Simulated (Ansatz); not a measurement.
**Ta2N: response to strain**

Start from Ta$_{2}$N in the anti-CdI2 type structure (space group P-3m1, No. 164; a = 3.065 Å, c = 4.889 Å; relaxed with 0.1 eV smearing). Axes: x lies along a and z along c of the hexagonal cell.

Strains are applied to the cell and any free atomic positions relax; under biaxial strain the out-of-plane vector relaxes too.

Level of theory: Ansatz (a program for electronic structure) r2SCAN+rVV10, without spin-orbit coupling.

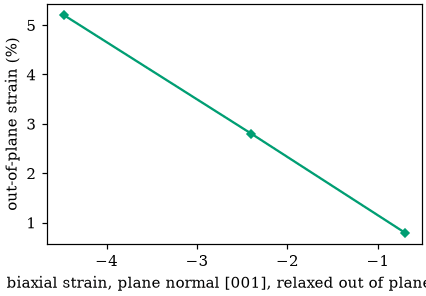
Fig. 1. Out-of-plane strain against biaxial strain, plane normal [001], relaxed out of plane

```json
[
 {"biaxial strain, plane normal [001], relaxed out of plane (%)": "-4.47", "out-of-plane strain": "+5.20 %"},
 {"biaxial strain, plane normal [001], relaxed out of plane (%)": "-2.4", "out-of-plane strain": "+2.80 %"},
 {"biaxial strain, plane normal [001], relaxed out of plane (%)": "-0.7", "out-of-plane strain": "+0.79 %"}
]
```

Whether these cells are dynamically stable was not tested. The final runs are not spin-polarised. An odd electron count without spin: Ta2N.
